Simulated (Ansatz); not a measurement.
Computed with PBE (plane waves to 420 eV, PAW; Ansatz, a quantum-chemistry and plane-wave program).

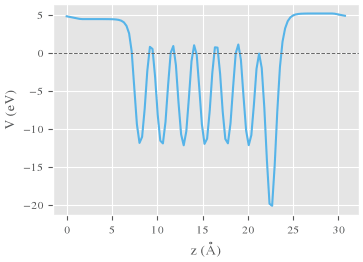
*Electrostatic potential energy of an electron, averaged over planes parallel to the surface, in eV from the Fermi level, for a constructed model of the (111) surface of fcc Ag, a pseudomorphic layer of Ta in the other hollow (bottom of the slab: a bare face, its two planes held)*

Set-up: 7 atoms, 14.8 Å thick at the start with caps and adatoms; mesh 15x15x1; 0.1 eV smearing; dipole correction on; 2 atoms held, the rest relaxed; held to the start's symmetry, so lower structures may exist; no spin, no spin-orbit, no U. In PBE it is, or lies within 0.01 eV a 1x1 cell of, the lowest of the 2 structures of its composition computed so far; subsurface sites and larger cells were not tried.

The vacuum level lies 5.16 eV above the Fermi level over the top face and 4.42 eV above it under the bottom face.
